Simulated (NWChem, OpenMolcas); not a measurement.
## How methods differ on SiF3 (trifluorosilyl)

SiF3 has 4 atoms, charge 0, and is taken as a doublet. As SMILES, `F[Si](F)F`. Geometry: relaxed at GFN2-xTB.

Each level gives the vertical ionisation energy (to the singlet cation) (eV). The values are calculated.

```csv
level,kind,program,value (eV),CPU time (all runs)
UHF/pcseg-0,Hartree–Fock,OpenMolcas,11.59,3.6 s
UHF/pcseg-1,Hartree–Fock,OpenMolcas,11.53,5.5 s
UHF/aug-pcseg-1,Hartree–Fock,OpenMolcas,11.41,16 s
UHF/pcseg-2,Hartree–Fock,OpenMolcas,11.31,38 s
UHF/aug-pcseg-2 (RICD fitting),Hartree–Fock,OpenMolcas,11.30,67 s
U-revM06-L/6-311+G*,meta-GGA,NWChem,11.13,25 s
```

The values span 11.13 to 11.59 eV. Times are those of the runs behind each value, whatever else they computed, on shared processors of several kinds: orders of magnitude only.

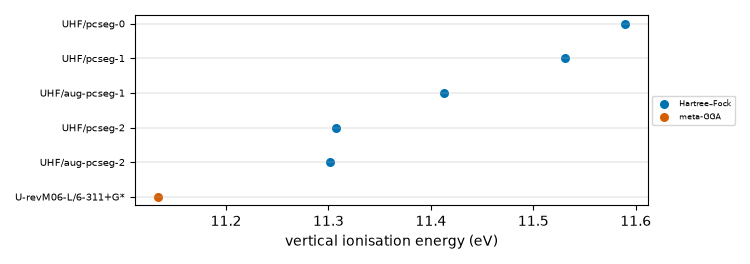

The values of the table, level by level.
